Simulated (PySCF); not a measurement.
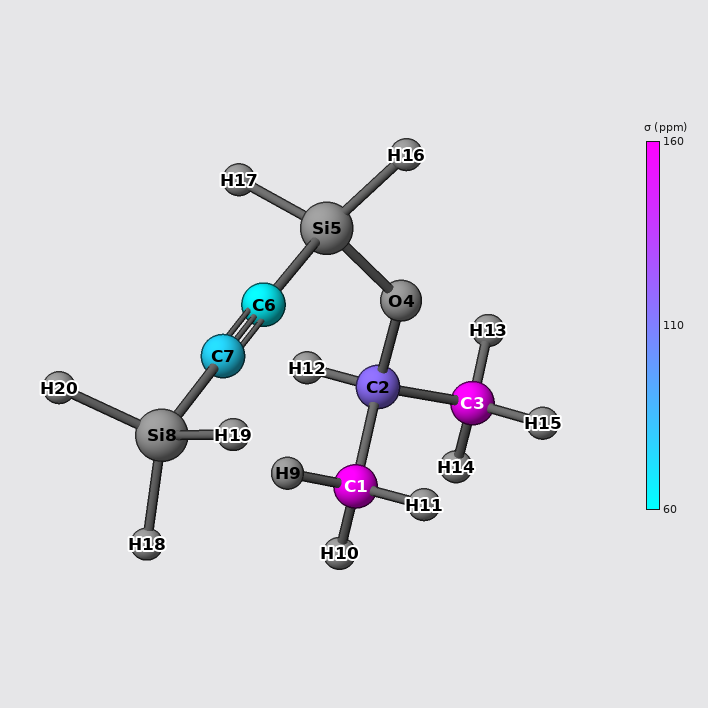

Atoms are coloured by their isotropic NMR shieldings (C only, the others grey). Computed geometry: GFN2-xTB optimisation. No frequency run is at hand to confirm it as a minimum. Properties computed with GIAO PBE0/pcSseg-1 NMR shielding, non-relativistic, gas phase (PySCF 2.14.0).

List the isotropic NMR shieldings of the C atoms.

```json
{"atom": "C1", "σ (ppm)": "159.7"}
{"atom": "C2", "σ (ppm)": "116.0"}
{"atom": "C3", "σ (ppm)": "158.6"}
{"atom": "C6", "σ (ppm)": "63.6"}
{"atom": "C7", "σ (ppm)": "74.9"}
```

The geometry is semi-empirical. Around Si such bond lengths and angles can be off by a tenth of an ångström or more and by several degrees, and values that hang on the shape move with them.
